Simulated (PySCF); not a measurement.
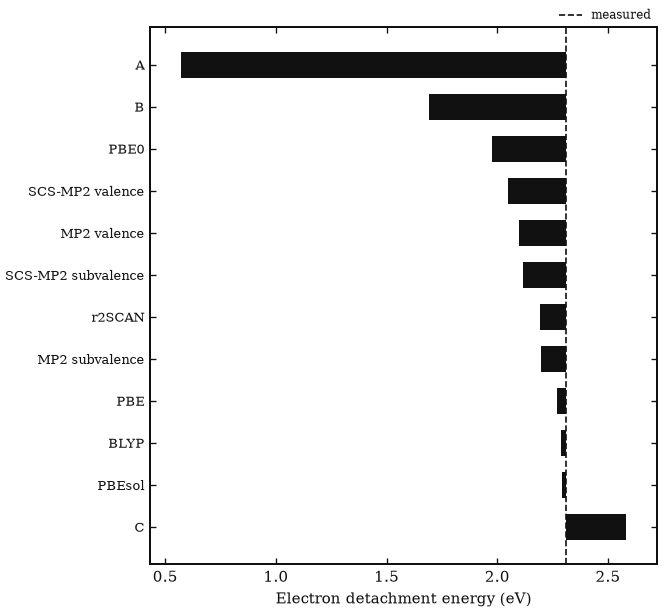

The electron detachment energy of Au⁻ ([Xe] 4f¹⁴ 5d¹⁰ 6s² → [Xe] 4f¹⁴ 5d¹⁰ 6s) by several methods, in rising order. PySCF, ANO-RCC-VTZP, spin-free X2C-1e, unrestricted single determinants, no spin-orbit coupling. Methods marked “valence” freeze 68 core electrons; methods marked “subvalence” freeze 60 core electrons. The lettered entries are HF, LDA and M06-2X in some order.

Q: Match the letters to the methods.

A: A is HF (0.57 eV); B is M06-2X (1.69 eV); C is LDA (2.58 eV). The values run from 0.57 eV (HF) to 2.58 eV (LDA). The measured value is 2.31 eV; nearest to it come PBEsol (−0.01) and BLYP (−0.02), furthest HF (−1.74 eV).

Known limits: highest occupied orbital is unbound.
